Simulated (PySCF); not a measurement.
# Run report: C$_{3}$H$_{9}$NSi, excited-state calculation

The run: excited-state calculation of C$_{3}$H$_{9}$NSi. Method and program: TDDFT CAM-B3LYP/def2-SVPD, vertical, gas phase, core orbitals frozen in the response (PySCF 2.14.0).

The geometry comes from this level: PBE0-D3(BJ)/def2-SVP.

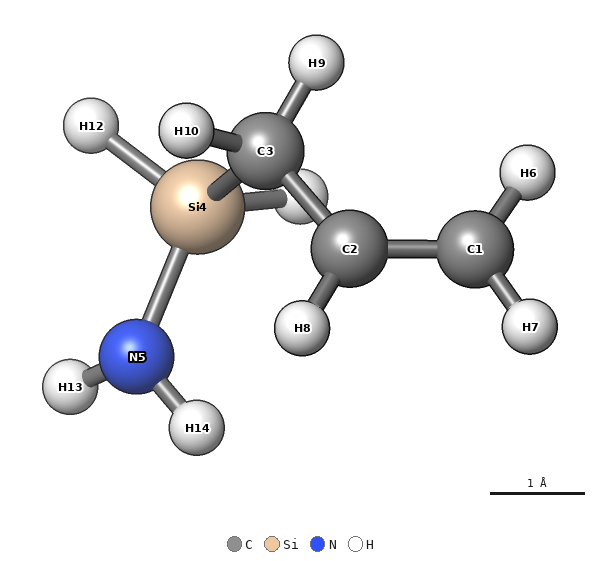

Fig. 1: The structure as given in the input (ball-and-stick view, seen at a tilt; atoms are numbered from 1 in the order of the input). Bond lengths as drawn: C–C 1.34 to 1.49 Å, C–H 1.09 to 1.10 Å, C–Si 1.89 Å, H–N 1.01 to 1.02 Å, H–Si 1.50 Å and N–Si 1.74 Å.

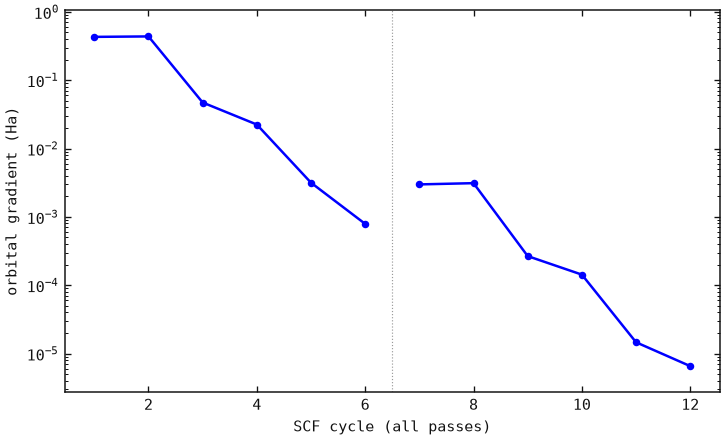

Fig. 2: Convergence of the self-consistent field: orbital gradient against the SCF cycle. The dotted line marks the change from a coarse to the final integration grid. The first 6 cycles use a coarse grid, the final grid takes over at cycle 7, and the field converges after 12 cycles in all.

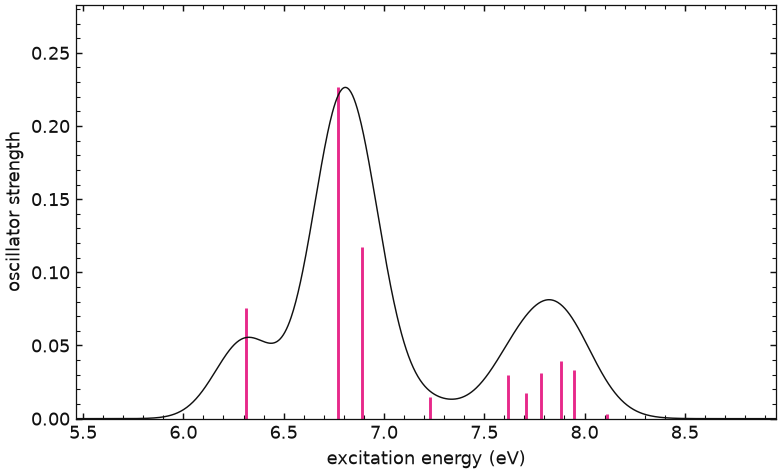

Fig. 3: Computed excitations as sticks (degenerate states added up, dark ones marked on the axis), with a Gaussian envelope of 0.35 eV full width at half maximum, scaled to the tallest. Of the 10 states the lowest lies at 6.31 eV (f = 0.076); the strongest line is at 6.77 eV, or 183 nm (f = 0.226).

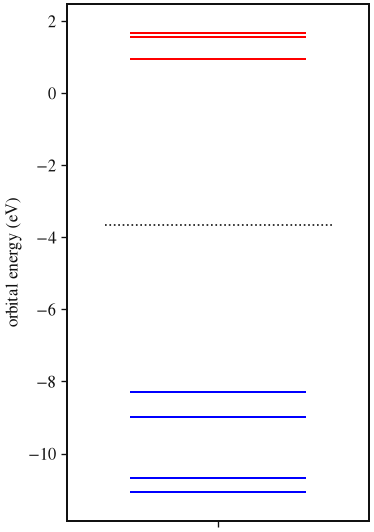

Fig. 4: Orbital energies near the frontier; the dotted line parts filled from empty levels, and levels within 0.02 eV of each other stand side by side. Highest filled −8.29 eV, lowest empty 0.96 eV, 9.25 eV apart.

The input that produced these results follows, with the program's output.

**Input file**
```
{"job": {"kind": "uv", "xc": "CAM-B3LYP", "basis": "def2-SVPD", "ip": true}, "charge": 0, "multiplicity": 1}
C      2.059506    -0.025193     1.055515
C      1.193844     0.546557     0.213164
C      0.546872    -0.110565    -0.960282
Si    -1.218118    -0.637281    -0.531303
N     -2.043710     0.706015     0.195515
H      2.403089    -1.055012     0.912969
H      2.460208     0.518209     1.914914
H      0.883228     1.581721     0.406052
H      1.106579    -1.005616    -1.278896
H      0.493046     0.581054    -1.817472
H     -1.113416    -1.867137     0.326449
H     -1.992903    -0.998815    -1.759262
H     -3.057651     0.713827     0.170951
H     -1.718159     1.040370     1.097005
```

The first line tells a small driver script what to run in PySCF; the rest is the geometry in Å.

Run as:
```bash
OMP_NUM_THREADS=1 python <driver script> task.json out
```

**Output**
```
coarse grid: 11528 points
cycle   1  E = -463.5701083025  dE =  2.838e-01  |g| = 4.295e-01  |ddm| = 5.066e+00
cycle   2  E = -463.5740169486  dE = -3.909e-03  |g| = 4.361e-01  |ddm| = 1.524e+00
cycle   3  E = -463.6161751774  dE = -4.216e-02  |g| = 4.710e-02  |ddm| = 6.721e-01
cycle   4  E = -463.6166225308  dE = -4.474e-04  |g| = 2.241e-02  |ddm| = 1.277e-01
cycle   5  E = -463.6167521716  dE = -1.296e-04  |g| = 3.161e-03  |ddm| = 3.852e-02
cycle   6  E = -463.6167550637  dE = -2.892e-06  |g| = 7.896e-04  |ddm| = 1.179e-02
final grid: 104896 points
cycle   7  E = -463.6836882273  dE = -2.029e-05  |g| = 2.985e-03  |ddm| = 5.375e-02
cycle   8  E = -463.6836883082  dE = -8.093e-08  |g| = 3.113e-03  |ddm| = 9.721e-03
cycle   9  E = -463.6836904799  dE = -2.172e-06  |g| = 2.667e-04  |ddm| = 4.293e-03
cycle  10  E = -463.6836904949  dE = -1.506e-08  |g| = 1.429e-04  |ddm| = 6.799e-04
cycle  11  E = -463.6836905004  dE = -5.470e-09  |g| = 1.464e-05  |ddm| = 2.556e-04
cycle  12  E = -463.6836905005  dE = -8.799e-11  |g| = 6.558e-06  |ddm| = 5.213e-05
converged SCF energy = -463.6836905005

Static polarisability (au): isotropic 73.709, principal 63.608 68.019 89.499

Singlet excitations
state   eV       nm        f      main configurations
  1   6.3102    196.5   0.07595   H->L 0.62, H-1->L 0.27
  2   6.7690    183.2   0.22639   H-1->L 0.43, H->L 0.27, H->L+2 0.11
  3   6.8930    179.9   0.11706   H->L+1 0.79, H->L+2 0.09
  4   7.2281    171.5   0.01447   H->L+2 0.74, H-1->L 0.10
  5   7.6195    162.7   0.03003   H-1->L+1 0.42, H->L+4 0.14, H->L+3 0.09
  6   7.7070    160.9   0.01741   H->L+4 0.35, H-1->L+2 0.17, H->L+3 0.10
  7   7.7811    159.3   0.03088   H->L+3 0.43, H-1->L+1 0.15, H-1->L+3 0.13
  8   7.8815    157.3   0.03906   H->L+5 0.60, H-1->L+1 0.09
  9   7.9455    156.0   0.03299   H-1->L+2 0.37, H->L+4 0.30
 10   8.1104    152.9   0.00327   H-2->L 0.25, H-3->L 0.12, H-3->L+1 0.11

Triplet excitations (Tamm-Dancoff, eV): 4.1944 6.0403 6.6758 7.0730
Vertical ionisation energy (delta-SCF) = 9.0696 eV
```

**Results in brief**

```json
{"quantity": "outcome", "value": "converged"}
{"quantity": "total energy", "value": "−463.683691 hartree"}
{"quantity": "HOMO", "value": "−8.29 eV"}
{"quantity": "LUMO", "value": "0.96 eV"}
{"quantity": "dipole moment", "value": "0.81 D"}
{"quantity": "mean polarisability", "value": "73.71 a.u."}
{"quantity": "vertical ionisation energy", "value": "9.07 eV"}
{"quantity": "lowest singlet excitation", "value": "6.31 eV"}
{"quantity": "hardware", "value": "1 CPU thread, shared host"}
{"quantity": "wall time", "value": "2.7 min"}
{"quantity": "peak memory", "value": "0.9 GiB"}
```
